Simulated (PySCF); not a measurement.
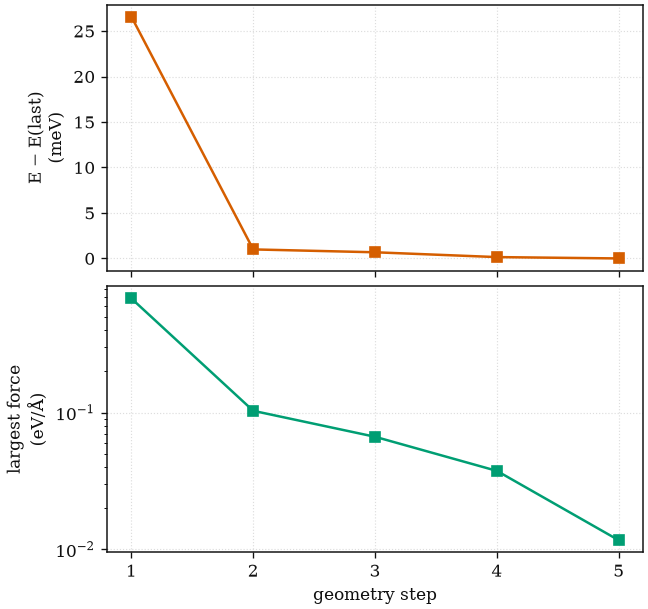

History of a geometry optimisation.

- system: C5H9F (SMILES C=C[C@H](C)CF)
- method: PBE0-D3(BJ)/def2-SVP, geometry optimisation (PySCF 2.14.0, density fitting)

How did the optimisation end?

Answer. The optimisation met its thresholds at geometry 5, counting the start as the first. The energy fell by about 27 meV from the first step to the last. The largest force goes from about 0.68 eV/Å at the start to 0.012 eV/Å at the end.
